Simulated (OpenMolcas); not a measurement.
# Mo²⁺ among point charges: CASSCF levels and susceptibility

How does a field of 6 point charges split the states of Mo²⁺, and what χT follows?

Method: state-averaged CASSCF, spin-orbit coupling by RASSI with atomic mean-field integrals. Code: OpenMolcas 26.06.

1 further run of the same task is left out (it didn't finish).

## 1. The atom as given

| Property | Result |
| --- | --- |
| Species | Mo²⁺ (molybdenum, Z = 42, 40 electrons) |
| Basis | ANO-RCC-VDZP [6s5p3d1f], 43 functions |
| Scalar Hamiltonian | DKH2, point nucleus |
| Inactive shells | 1s 2s 2p 3s 3p 3d 4s 4p |
| Active space | 4 electrons in 5 orbitals (4d) |
| Some configurations of this space | 4d⁴ |
| Orbitals | optimised for each spin and parity, averaged over all roots |

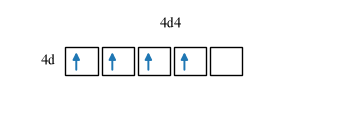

The shells outside the core, filled by Hund's rule for the drawing.

The ion sits among 6 point charges of -1.5 e arranged as an octahedron (Oh), 1.79 Å from the ion. The active orbitals were held to one l.

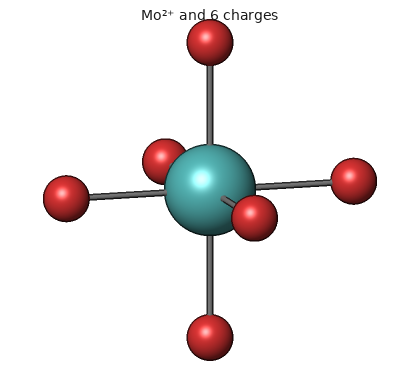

The ion and the point charges (red).

The work runs as a chain of OpenMolcas steps in one folder; each step below is one input file. Labels, J, g values, rates, χT and fits are worked out afterwards by a script from the matrices that RASSI stores. The input lists half of the charges; inversion (Group=XYZ) makes the rest.

## 2. One- and two-electron integrals

Input file a.inp:

```
&GATEWAY
Coord
1

Mo 0.0 0.0 0.0
Basis=ANO-RCC-VDZP
Group=XYZ
NoMove
AngMom=0.0 0.0 0.0
AMFI
XField
3 Angstrom 0
1.790000 0.000000 0.000000 -1.500000
0.000000 1.790000 0.000000 -1.500000
0.000000 0.000000 1.790000 -1.500000
&SEWARD
```

Started as:

```sh
OMP_NUM_THREADS=1 MOLCAS_MEM=1689 MOLCAS_PROJECT=a pymolcas a.inp > a.log
```

## 3. CASSCF: quintets of even parity, 5 roots

Input file a.inp:

```
&RASSCF
FileOrb=start.orb
Symmetry=1
Spin=5
nActEl=4 0 0
Inactive=9 9
Ras2=5 0
CIRoot=5 5 1
SDav=5
CIMx=300
Iter=120 100
PrWF=0.3
OrbListing=Nothing
MaxOrb=0
SupSym
1
15 4 5 6 7 8 10 11 12 13 14 17 18 19 20 21
0
>>> COPY $Project.JobIph JOB001
```

start.orb holds the contracted functions of the basis, ordered by shell, or the orbitals of the step before.

## 4. Reference wave functions, triplets of even parity, 45 roots

Input file a.inp:

```
&RASSCF
FileOrb=start.orb
Symmetry=1
Spin=3
nActEl=4 0 0
Inactive=9 9
Ras2=5 0
CIRoot=45 45 1
SDav=45
CIMx=300
Iter=120 100
PrWF=0.3
OrbListing=Nothing
MaxOrb=0
SupSym
1
15 4 5 6 7 8 10 11 12 13 14 17 18 19 20 21
0
>>> COPY $Project.JobIph JOB002
```

## 5. CASSCF: singlets of even parity, 50 roots

Input file a.inp:

```
&RASSCF
FileOrb=start.orb
Symmetry=1
Spin=1
nActEl=4 0 0
Inactive=9 9
Ras2=5 0
CIRoot=50 50 1
SDav=50
CIMx=300
Iter=120 100
PrWF=0.3
OrbListing=Nothing
MaxOrb=0
SupSym
1
15 4 5 6 7 8 10 11 12 13 14 17 18 19 20 21
0
>>> COPY $Project.JobIph JOB003
```

## 6. State interaction with spin-orbit coupling

Input file a.inp:

```
&RASSI
NrOfJobIphs=3 5 45 50
1 2 3 4 5
1 2 3 4 5 6 7 8 9 10 11 12 13 14 15 16 17 18 19 20 21 22 23 24 25 26 27
28 29 30 31 32 33 34 35 36 37 38 39 40 41 42 43 44 45
1 2 3 4 5 6 7 8 9 10 11 12 13 14 15 16 17 18 19 20 21 22 23 24 25 26 27
28 29 30 31 32 33 34 35 36 37 38 39 40 41 42 43 44 45 46 47 48 49 50
IphNames
JOB001
JOB002
JOB003
EJob
SpinOrbit
DIPRint=1.0
SOCoupling=1000.0
Subsets=2
Property=9
'ANGMOM' 1 'ANGMOM' 2 'ANGMOM' 3 'MLTPL  1' 1 'MLTPL  1' 2 'MLTPL  1' 3
'AMFI' 1 'AMFI' 2 'AMFI' 3
SOProperty=3
'ANGMOM' 1 'ANGMOM' 2 'ANGMOM' 3
```

Q: Predict the outcome of this session. Wanted: spin-free ground state; first state of the same spin within the active space; lowest level; next level.

The runs gave:

| quantity | value |
| --- | --- |
| method | CASSCF |
| spin-free ground state | 3T1, 3-fold in its orbital part |
| first state of the same spin within the active space | 3T1 at 19900 cm⁻¹ |
| lowest level | 1-fold A1 |
| next level | 331.3 cm⁻¹ |
| χT at 300 K | 1.60 cm³ K/mol |
| effective moment at 300 K | 3.57 μB |

What this shows: The spin-free ground state (3T1) comes to 38 % from free-ion H terms and has less than the highest spin computed. χT at 300 K is 1.60, against 1.00 cm³ K/mol for the spin alone, so orbital moment adds to it. A ligand-field fit to the states below 45000 cm-1 gives 10Dq = 23050 cm-1, B = 649 cm-1 and C = 2701 cm-1 (C/B = 4.16), with a deviation of 447 cm-1. The field of point charges can differ much from that of real complexes. With metal d orbitals alone active, the gaps between spin states are rough; where two lie within a few thousand cm-1, their order is open. This is an electrostatic model: the charges have no orbitals.
